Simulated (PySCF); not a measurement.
# C7H7NO: excited states, first hyperpolarisability

Aim: compute the excited states, first hyperpolarisability of C7H7NO (`CC(=O)c1ccccn1`).

Programs: PySCF 2.14.0, with routines of our own; each step states its level. All values are computed. Atoms count from 0.

## (1) The starting structure

16 atoms, charge 0, multiplicity 1; geometry from: GFN2-xTB.

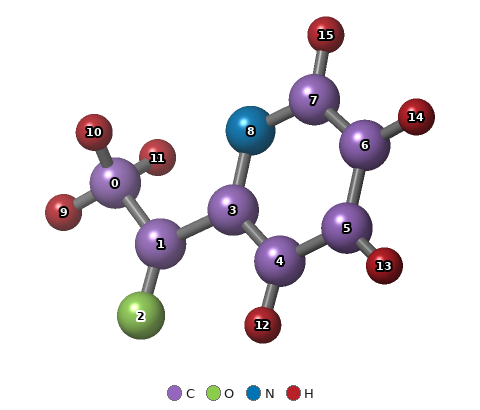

The starting geometry (carbon purple, oxygen green, nitrogen blue, hydrogen red).

## (2) Geometry optimisation at PBE0-D3(BJ)/def2-SVP

Job settings and geometry (Å):

```
{"job": {"xc": "PBE0", "basis": "def2-SVP", "d3": "d3bj", "grid": 2, "kind": "geom"}, "charge": 0, "multiplicity": 1}
C     -2.503901     0.816255     0.387934
C     -1.739246    -0.413166    -0.004508
O     -2.258946    -1.472718    -0.269183
C     -0.254943    -0.243617    -0.051300
C      0.556191    -1.319919    -0.406347
C      1.927784    -1.133783    -0.442029
C      2.436520     0.115454    -0.124312
C      1.542141     1.123918     0.215680
N      0.236525     0.954877     0.253179
H     -3.570413     0.609753     0.399380
H     -2.171577     1.146264     1.369054
H     -2.280506     1.615173    -0.314847
H      0.097847    -2.267239    -0.643590
H      2.586644    -1.946334    -0.712180
H      3.498225     0.307234    -0.139321
H      1.890057     2.116791     0.470980
```

Started as:

```
$ OMP_NUM_THREADS=1 python excited_run.py task.json out
```

One launch serves the whole session: the jobs run in the order shown.

The program printed:

```text
step   0  E = -400.19328877  max force = 0.009198
step   1  E = -400.19484247  max force = 0.002567
step   2  E = -400.19485812  max force = 0.001046
step   3  E = -400.19485607  max force = 0.001367
step   4  E = -400.19486682  max force = 0.000240
optimisation converged
```

Run time: 63 s. Hardware: 1 thread of Arm Neoverse V1, shared host; peak memory 0.76 GiB.

Along the way:

| step | energy from step 0 (eV) | largest force component (eV/Å) |
| --- | --- | --- |
| 0 | 0.0000 | 0.4730 |
| 1 | -0.0423 | 0.1320 |
| 2 | -0.0427 | 0.0538 |
| 3 | -0.0426 | 0.0703 |
| 4 | -0.0429 | 0.0123 |

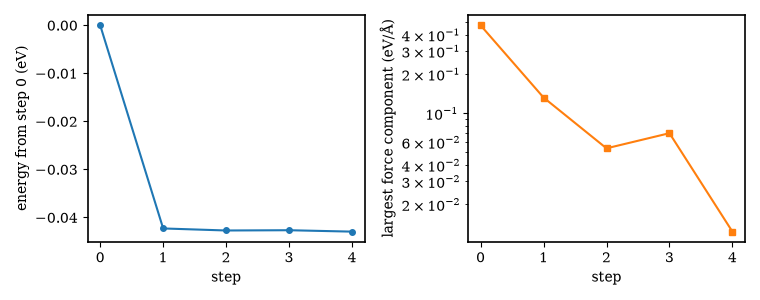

Energy and force, step by step.

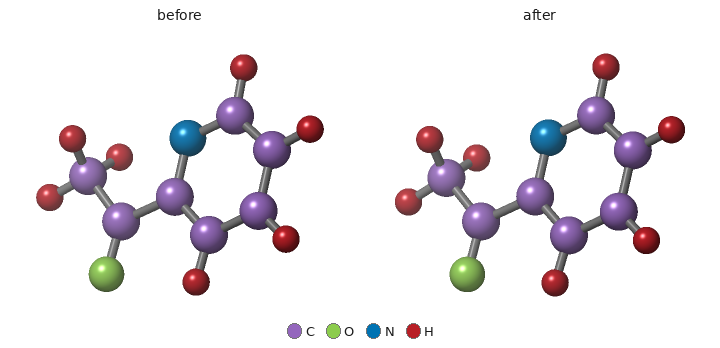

Before and after, at one scale.

Close pairs (by a distance rule), those that changed most:

| bond | before (Å) | after (Å) | change (Å) |
| --- | --- | --- | --- |
| C7–H15 | 1.083 | 1.096 | +0.013 |
| C6–H14 | 1.079 | 1.092 | +0.013 |
| C0–H10 | 1.087 | 1.100 | +0.013 |
| C0–H11 | 1.087 | 1.100 | +0.013 |
| C4–H12 | 1.079 | 1.091 | +0.012 |
| C5–H13 | 1.080 | 1.093 | +0.012 |
| C1–C3 | 1.495 | 1.506 | +0.011 |
| C7–N8 | 1.317 | 1.328 | +0.011 |

The final coordinates are the input of the step that follows.

| at the end point | value |
| --- | --- |
| point group (found at 0.08 Å tolerance) | Cs |
| rotational constants (GHz, main isotopes) | 3.754, 1.275, 0.958 |
| dipole moment (D) | 3.01 |

## (3) Excited states: TDA wB97X-D/def2-TZVP

Job settings and geometry (Å):

```
{"job": {"kind": "states", "xc": "wB97X-D", "basis": "def2-TZVP", "tda": true, "soc": true, "nstates": 6, "ntriplets": 5, "nquad": 4}, "charge": 0, "multiplicity": 1}
C     -2.554079     0.866155     0.346511
C     -1.740694    -0.334540    -0.039816
O     -2.233164    -1.408104    -0.305443
C     -0.245587    -0.158995    -0.088969
C      0.552777    -1.249447    -0.446664
C      1.930918    -1.071949    -0.487666
C      2.451994     0.181112    -0.171115
C      1.566730     1.204374     0.173449
N      0.249288     1.042305     0.214590
H     -3.617712     0.600786     0.340852
H     -2.248075     1.227128     1.339564
H     -2.356105     1.696865    -0.346884
H      0.068674    -2.199002    -0.680476
H      2.591884    -1.897570    -0.762305
H      3.527666     0.368293    -0.189368
H      1.946364     2.200565     0.427448
```

With the program's defaults for keys left out, this is: TDA wB97X-D/def2-TZVP excited states, vertical, gas phase, spin-orbit mean-field couplings.

The program printed:

```text
coarse grid: 14096 points
cycle   1  E = -400.7911466213  dE =  1.875e+00  |g| = 8.812e-01  |ddm| = 3.394e+00
cycle   2  E = -400.6147629058  dE =  1.764e-01  |g| = 1.386e+00  |ddm| = 3.595e+00
cycle   3  E = -400.9511577498  dE = -3.364e-01  |g| = 9.283e-02  |ddm| = 2.609e+00
cycle   4  E = -400.9523997671  dE = -1.242e-03  |g| = 6.830e-02  |ddm| = 1.373e-01
cycle   5  E = -400.9533719744  dE = -9.722e-04  |g| = 1.713e-02  |ddm| = 7.662e-02
cycle   6  E = -400.9534397146  dE = -6.774e-05  |g| = 5.110e-03  |ddm| = 2.830e-02
cycle   7  E = -400.9534485850  dE = -8.870e-06  |g| = 1.645e-03  |ddm| = 1.566e-02
final grid: 138264 points
cycle   8  E = -400.9360755500  dE = -1.995e-04  |g| = 5.760e-03  |ddm| = 1.662e-01
cycle   9  E = -400.9360787618  dE = -3.212e-06  |g| = 4.820e-03  |ddm| = 1.856e-02
cycle  10  E = -400.9360830517  dE = -4.290e-06  |g| = 1.022e-03  |ddm| = 3.253e-03
cycle  11  E = -400.9360832395  dE = -1.878e-07  |g| = 5.357e-04  |ddm| = 2.403e-03
cycle  12  E = -400.9360833073  dE = -6.781e-08  |g| = 1.413e-04  |ddm| = 6.067e-04
cycle  13  E = -400.9360833135  dE = -6.213e-09  |g| = 6.100e-05  |ddm| = 4.473e-04
cycle  14  E = -400.9360833157  dE = -2.144e-09  |g| = 2.506e-05  |ddm| = 1.842e-04
cycle  15  E = -400.9360833161  dE = -4.143e-10  |g| = 1.129e-05  |ddm| = 7.102e-05
converged SCF energy = -400.9360833161

Singlet excitations
state   eV       nm        f     d(h-e)  d(exc)  Lambda  PR(NTO)  |dmu|/D   mu/D   main configurations
  1   3.7916   327.0   0.00002   0.832   2.651   0.524   1.034    2.408    0.851   H->L 0.88
  2   4.8108   257.7   0.00200   0.813   2.698   0.478   1.167    1.738    4.256   H-2->L 0.84
  3   5.2639   235.5   0.00152   1.187   2.860   0.370   1.070    3.081    2.319   H->L+1 0.59, H-2->L+1 0.33
  4   5.3707   230.9   0.10485   0.383   2.769   0.712   1.600    1.094    4.195   H-1->L 0.51, H-3->L 0.18, H-1->L+1 0.18
  5   6.0092   206.3   0.16718   0.775   2.951   0.694   1.446                     H-1->L 0.36, H-1->L+1 0.32, H-3->L 0.27
  6   6.3692   194.7   0.00064   2.613   3.698   0.395   1.059                     H-2->L+1 0.59, H->L+1 0.34

Triplet excitations (Tamm-Dancoff)
state   eV     d(h-e)  d(exc)  Lambda  PR(NTO)   main configurations
  1   3.2900   0.778   2.562   0.521   1.050   H->L 0.85, H->L+2 0.08
  2   3.8800   0.365   2.676   0.714   1.174   H-1->L 0.82
  3   4.2406   0.758   2.550   0.452   1.252   H-2->L 0.62, H->L+1 0.16, H-2->L+1 0.12
  4   4.5946   0.221   2.512   0.707   1.048   H-1->L+1 0.64, H-3->L+1 0.15, H-1->L 0.12
  5   4.8322   0.387   2.667   0.695   1.575   H-3->L 0.64, H-1->L+1 0.22, H-3->L+1 0.09
S1 - T1 = 0.5016 eV

Spin-orbit couplings |<S|Hso|T>| (cm-1)
             T1       T2       T3       T4       T5
S0       40.320    0.034   42.726    0.019    0.036
S1        0.441   16.580    2.226    3.196    2.881
S2        2.969    3.306    0.028    4.864    9.475
S3        1.018    2.221    0.790    2.222    3.481
S4        5.944    0.056    4.029    0.062    0.014
S5       14.048    0.044    2.228    0.045    0.035
S6        1.265    1.588    4.109    8.764    4.702
T1 sublevels (cm-1): 0.000 0.001 0.109   radiative rates (1/s): 0.0328 5.63 601
```

Run time: 91 s. Hardware: 1 thread of Arm Neoverse V1, shared host; peak memory 1.4 GiB.

Key values:

| quantity | value |
| --- | --- |
| S1 less T1 | 0.50 eV |

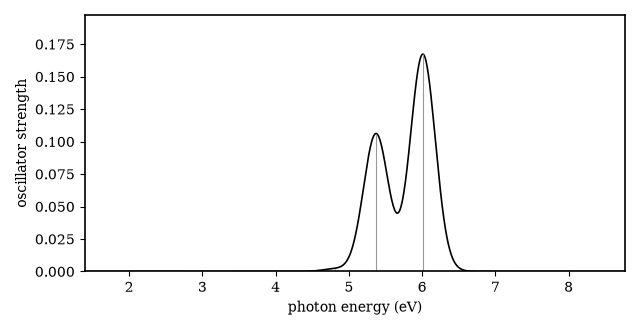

Absorption lines of the singlets. Lines are broadened to a width of 0.40 eV (Gaussian).

## (4) Excited states: TDDFT CAM-B3LYP/aug-cc-pVDZ

The job, as its differences from that of step 3:

```diff
@@ -1,2 +1,2 @@
-{"job": {"kind": "states", "xc": "wB97X-D", "basis": "def2-TZVP", "tda": true, "soc": true, "nstates": 6, "ntriplets": 5, "nquad": 4}, "charge": 0, "multiplicity": 1}
+{"job": {"kind": "states", "xc": "CAM-B3LYP", "basis": "aug-cc-pVDZ", "tpa": true, "nstates": 8, "nquad": 6, "ntriplets": 0}, "charge": 0, "multiplicity": 1}
 C     -2.554079     0.866155     0.346511
```

With the program's defaults for keys left out, this is: TDDFT CAM-B3LYP/aug-cc-pVDZ excited states, vertical, gas phase, two-photon moments by quadratic response.

The program printed:

```text
coarse grid: 14096 points
cycle   1  E = -400.5972285726  dE =  1.841e+00  |g| = 8.275e-01  |ddm| = 2.708e+01
cycle   2  E = -400.3670854584  dE =  2.301e-01  |g| = 1.421e+00  |ddm| = 6.450e+00
cycle   3  E = -400.7451015871  dE = -3.780e-01  |g| = 1.018e-01  |ddm| = 3.803e+00
cycle   4  E = -400.7466021898  dE = -1.501e-03  |g| = 7.145e-02  |ddm| = 6.210e-01
cycle   5  E = -400.7476905370  dE = -1.088e-03  |g| = 1.886e-02  |ddm| = 2.032e-01
cycle   6  E = -400.7477691174  dE = -7.858e-05  |g| = 5.190e-03  |ddm| = 9.009e-02
cycle   7  E = -400.7477769752  dE = -7.858e-06  |g| = 1.645e-03  |ddm| = 2.731e-02
final grid: 138264 points
cycle   8  E = -400.7745368460  dE = -2.046e-05  |g| = 3.675e-03  |ddm| = 4.114e-01
cycle   9  E = -400.7745368731  dE = -2.705e-08  |g| = 3.941e-03  |ddm| = 5.044e-02
cycle  10  E = -400.7745405333  dE = -3.660e-06  |g| = 6.934e-04  |ddm| = 1.890e-02
cycle  11  E = -400.7745406234  dE = -9.012e-08  |g| = 2.105e-04  |ddm| = 2.346e-03
cycle  12  E = -400.7745406326  dE = -9.238e-09  |g| = 9.880e-05  |ddm| = 1.460e-03
cycle  13  E = -400.7745406354  dE = -2.757e-09  |g| = 2.556e-05  |ddm| = 4.946e-04
cycle  14  E = -400.7745406356  dE = -2.655e-10  |g| = 1.395e-05  |ddm| = 1.383e-04
converged SCF energy = -400.7745406356

Singlet excitations
state   eV       nm        f     d(h-e)  d(exc)  Lambda  PR(NTO)  |dmu|/D   mu/D   delta(TPA)   sigma/GM   main configurations
  1   3.7656   329.3   0.00000   0.842   2.679   0.511   1.035    2.403    0.903        0.05      0.000   H->L 0.87
  2   4.8056   258.0   0.00169   0.807   2.723   0.466   1.192    1.735    4.233        0.13      0.001   H-2->L 0.80
  3   5.2262   237.2   0.12966   0.421   2.818   0.699   1.517    1.360    4.524       35.93      0.360   H-1->L 0.67, H-1->L+1 0.12, H-3->L 0.11
  4   5.2655   235.5   0.00092   1.168   2.924   0.365   1.103    3.049    2.379        0.39      0.004   H->L+1 0.56, H-2->L+1 0.30, H-2->L 0.09
  5   5.7653   215.1   0.09643   0.589   2.940   0.672   1.607    1.752    4.947      132.83      1.618   H-1->L+1 0.41, H-3->L 0.31, H-1->L 0.25
  6   6.3532   195.2   0.00057   2.631   3.760   0.384   1.068    7.745    4.744        0.18      0.003   H-2->L+1 0.59, H->L+1 0.33
  7   6.6340   186.9   0.02851   0.448   4.133   0.196   1.313                                            H->L+2 0.40, H->L+3 0.25, H->L+4 0.10
  8   6.7636   183.3   0.28666   0.561   3.290   0.583   2.797                                            H-3->L 0.49, H-1->L+1 0.35
```

It took 1.8 min on 1 thread of Arm Neoverse V1, shared host; peak memory 1.1 GiB.

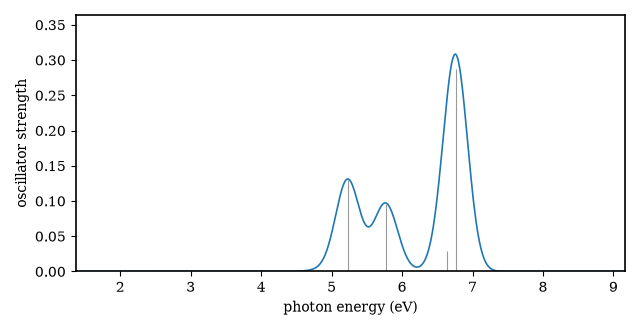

Absorption lines of the singlets. Lines are broadened to a width of 0.40 eV (Gaussian).

## (5) First hyperpolarisability: quadratic response CAM-B3LYP/aug-cc-pVDZ

The job, as its differences from that of step 4:

```diff
@@ -1,2 +1,2 @@
-{"job": {"kind": "states", "xc": "CAM-B3LYP", "basis": "aug-cc-pVDZ", "tpa": true, "nstates": 8, "nquad": 6, "ntriplets": 0}, "charge": 0, "multiplicity": 1}
+{"job": {"kind": "beta", "xc": "CAM-B3LYP", "basis": "aug-cc-pVDZ"}, "charge": 0, "multiplicity": 1}
 C     -2.554079     0.866155     0.346511
```

With the program's defaults for keys left out, this is: quadratic response CAM-B3LYP/aug-cc-pVDZ first hyperpolarisability, Taylor convention, gas phase.

The program printed:

```text
coarse grid: 14096 points
cycle   1  E = -400.5972285726  dE =  1.841e+00  |g| = 8.275e-01  |ddm| = 2.708e+01
cycle   2  E = -400.3670854584  dE =  2.301e-01  |g| = 1.421e+00  |ddm| = 6.450e+00
cycle   3  E = -400.7451015871  dE = -3.780e-01  |g| = 1.018e-01  |ddm| = 3.803e+00
cycle   4  E = -400.7466021898  dE = -1.501e-03  |g| = 7.145e-02  |ddm| = 6.210e-01
cycle   5  E = -400.7476905370  dE = -1.088e-03  |g| = 1.886e-02  |ddm| = 2.032e-01
cycle   6  E = -400.7477691174  dE = -7.858e-05  |g| = 5.190e-03  |ddm| = 9.009e-02
cycle   7  E = -400.7477769752  dE = -7.858e-06  |g| = 1.645e-03  |ddm| = 2.731e-02
final grid: 138264 points
cycle   8  E = -400.7745368460  dE = -2.046e-05  |g| = 3.675e-03  |ddm| = 4.114e-01
cycle   9  E = -400.7745368731  dE = -2.705e-08  |g| = 3.941e-03  |ddm| = 5.044e-02
cycle  10  E = -400.7745405333  dE = -3.660e-06  |g| = 6.934e-04  |ddm| = 1.890e-02
cycle  11  E = -400.7745406234  dE = -9.012e-08  |g| = 2.105e-04  |ddm| = 2.346e-03
cycle  12  E = -400.7745406326  dE = -9.238e-09  |g| = 9.880e-05  |ddm| = 1.460e-03
cycle  13  E = -400.7745406354  dE = -2.757e-09  |g| = 2.556e-05  |ddm| = 4.946e-04
cycle  14  E = -400.7745406356  dE = -2.655e-10  |g| = 1.395e-05  |ddm| = 1.383e-04
converged SCF energy = -400.7745406356

Lowest singlets (eV, f): 3.7656 0.0000  4.8056 0.0017  5.2262 0.1297

First hyperpolarisability (au)
process     nm      |vector|   parallel      HRS      DR
static         -      137.32      62.17      78.32    2.61
shg       1907.0      152.90      71.02      85.55   2.679
eope      1907.0      142.27      64.98          -       -
shg       1064.0      196.84      95.89     105.64   2.852
eope      1064.0      154.09      71.69          -       -
```

Wall time 76 s (1 thread of Arm Neoverse V1, shared host); peak memory 1.1 GiB.

## (6) Excited states: TDA wB97X-D/def2-TZVP in dichloromethane

The job, as its differences from that of step 5:

```diff
@@ -1,2 +1,2 @@
-{"job": {"kind": "beta", "xc": "CAM-B3LYP", "basis": "aug-cc-pVDZ"}, "charge": 0, "multiplicity": 1}
+{"job": {"kind": "states", "xc": "wB97X-D", "basis": "def2-TZVP", "tda": true, "soc": true, "nstates": 6, "ntriplets": 5, "nquad": 4, "solvent": "dichloromethane"}, "charge": 0, "multiplicity": 1}
 C     -2.554079     0.866155     0.346511
```

Level: TDA wB97X-D/def2-TZVP excited states, vertical, IEF-PCM dichloromethane (non-equilibrium response), spin-orbit mean-field couplings.

The program printed:

```text
coarse grid: 14096 points
cycle   1  E = -400.8119406659  dE =  1.854e+00  |g| = 8.594e-01  |ddm| = 3.390e+00
cycle   2  E = -400.6849105484  dE =  1.270e-01  |g| = 1.269e+00  |ddm| = 3.110e+00
cycle   3  E = -400.9607429717  dE = -2.758e-01  |g| = 7.349e-02  |ddm| = 2.160e+00
cycle   4  E = -400.9616708660  dE = -9.279e-04  |g| = 5.198e-02  |ddm| = 1.135e-01
cycle   5  E = -400.9622333568  dE = -5.625e-04  |g| = 1.351e-02  |ddm| = 6.957e-02
cycle   6  E = -400.9622761330  dE = -4.278e-05  |g| = 4.443e-03  |ddm| = 2.555e-02
cycle   7  E = -400.9622827543  dE = -6.621e-06  |g| = 1.340e-03  |ddm| = 1.402e-02
final grid: 138264 points
cycle   8  E = -400.9448484261  dE = -1.999e-04  |g| = 5.686e-03  |ddm| = 1.653e-01
cycle   9  E = -400.9448514186  dE = -2.993e-06  |g| = 4.787e-03  |ddm| = 1.785e-02
cycle  10  E = -400.9448555520  dE = -4.133e-06  |g| = 1.047e-03  |ddm| = 3.293e-03
cycle  11  E = -400.9448557575  dE = -2.055e-07  |g| = 4.814e-04  |ddm| = 2.558e-03
cycle  12  E = -400.9448558151  dE = -5.752e-08  |g| = 1.323e-04  |ddm| = 5.984e-04
cycle  13  E = -400.9448558207  dE = -5.651e-09  |g| = 5.792e-05  |ddm| = 4.660e-04
cycle  14  E = -400.9448558228  dE = -2.076e-09  |g| = 2.070e-05  |ddm| = 2.205e-04
cycle  15  E = -400.9448558231  dE = -3.474e-10  |g| = 9.240e-06  |ddm| = 7.638e-05
converged SCF energy = -400.9448558231

Singlet excitations
state   eV       nm        f     d(h-e)  d(exc)  Lambda  PR(NTO)  |dmu|/D   mu/D   main configurations
  1   3.9037   317.6   0.00004   0.703   2.643   0.538   1.040    2.278    1.882   H->L 0.88
  2   4.8491   255.7   0.00239   0.749   2.700   0.490   1.172    1.922    5.363   H-2->L 0.83
  3   5.2820   234.7   0.18125   0.530   2.816   0.700   1.424    1.742    5.793   H-1->L 0.62, H-3->L 0.14, H-1->L+1 0.13
  4   5.3890   230.1   0.00210   1.128   2.815   0.383   1.056    3.264    3.006   H->L+1 0.64, H-2->L+1 0.28
  5   5.8846   210.7   0.18780   0.863   2.969   0.680   1.433                     H-3->L 0.35, H-1->L+1 0.33, H-1->L 0.28
  6   6.6420   186.7   0.00057   2.600   3.700   0.400   1.076                     H-2->L+1 0.63, H->L+1 0.28

Triplet excitations (Tamm-Dancoff)
state   eV     d(h-e)  d(exc)  Lambda  PR(NTO)   main configurations
  1   3.4219   0.676   2.562   0.535   1.060   H->L 0.84
  2   3.8485   0.448   2.704   0.701   1.143   H-1->L 0.84
  3   4.3158   0.698   2.556   0.466   1.277   H-2->L 0.64, H->L+1 0.16, H-2->L+1 0.09
  4   4.6085   0.196   2.505   0.703   1.104   H-1->L+1 0.54, H-3->L+1 0.17, H-3->L 0.15
  5   4.7920   0.392   2.690   0.676   1.798   H-3->L 0.59, H-1->L+1 0.33
S1 - T1 = 0.4818 eV

Spin-orbit couplings |<S|Hso|T>| (cm-1)
             T1       T2       T3       T4       T5
S0       37.453    0.043   43.719    0.015    0.040
S1        0.435   15.237    2.593    1.532    3.304
S2        3.316    4.093    0.043    6.264    8.341
S3        7.260    0.050    5.114    0.064    0.026
S4        1.097    2.208    0.677    2.351    2.811
S5       12.876    0.048    2.463    0.026    0.039
S6        1.977    1.296    4.482    7.752    5.654
T1 sublevels (cm-1): 0.000 0.001 0.107   radiative rates (1/s): 0.0647 7.98 662
```

Wall time 100 s (1 thread of Arm Neoverse V1, shared host); peak memory 1.4 GiB.

Key values:

| quantity | value |
| --- | --- |
| S1 less T1 | 0.48 eV |

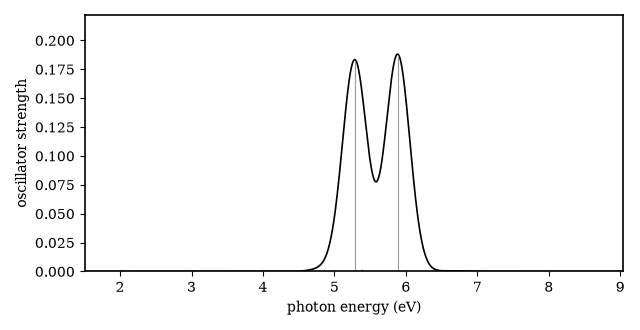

Absorption lines of the singlets. Lines are broadened to a width of 0.40 eV (Gaussian).

## (7) Summary of results

| quantity | value |
| --- | --- |
| point group | Cs |
| rotational constants (main isotopes) | 3.75, 1.28, 0.96 GHz |
| S1 less T1 (step 3, TDA wB97X-D/def2-TZVP) | 0.50 eV |
| β vector (step 5, quadratic response CAM-B3LYP/aug-cc-pVDZ) | static 137, SHG 1907.0 nm 153, SHG 1064.0 nm 197 au |
| S1 less T1 (step 6, TDA wB97X-D/def2-TZVP in dichloromethane) | 0.48 eV |

In words: Relaxing lowered the energy by 0.043 eV in 4 steps; the close pair that moved most is C7–H15, from 1.083 to 1.096 Å. No frequency check was run at this level, so the end point may be a saddle. In step 3, the number of triplets below S1 is 1, and the largest singlet-triplet spin-orbit coupling is S0–T3, 42.73 cm⁻¹. β grows from 137 au (static) to 197 au for doubling at 1064.0 nm: normal dispersion, which grows as twice the photon energy moves toward the bright states. In step 6, the number of triplets below S1 is 2, and the largest singlet-triplet spin-orbit coupling is S0–T3, 43.72 cm⁻¹.
